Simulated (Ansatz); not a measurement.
```
CELL_PARAMETERS angstrom
2.95183 0.00000 0.00000
-1.47591 2.55636 0.00000
0.00000 0.00000 11.10867
ATOMIC_POSITIONS crystal
Ga 0.00000 0.00000 0.00000
As 0.00000 0.00000 0.50000
Se 0.00000 0.00000 0.25289
Se 0.00000 0.00000 0.74711
```

Space group P6/mmm; a structure generated by program, which may or may not match a known phase.

Theory: DFT PBE, scalar-relativistic, plane waves, PAW in Ansatz 0.2.0.

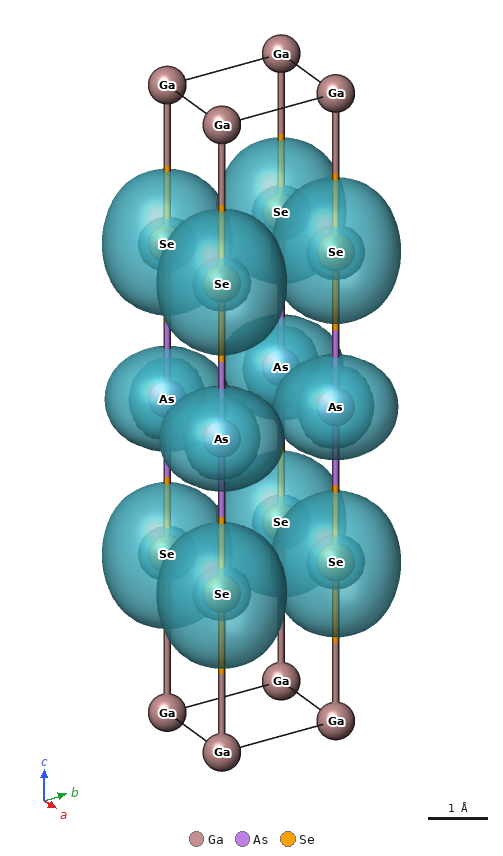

GaAsSe₂. Isosurface of the ELF at 0.6 (cyan), seen slightly off an axis. Core shells and regions of very low density are left out. Sticks mark near contacts.

### Where are the electrons localised?

At this value the surface marks out one region wrapped around As (its valence shell) and two regions wrapped around Se (the valence shell of each), counted in one cell of 4 atoms. Any copies at cell faces, edges or corners count once. Profiles from the grid: As–Se (2.75 Å): the ELF is about 0.50 at the midpoint. Ga–Se (2.81 Å): the ELF is about 0.50 at the midpoint and 0.25 at its lowest between the atoms.
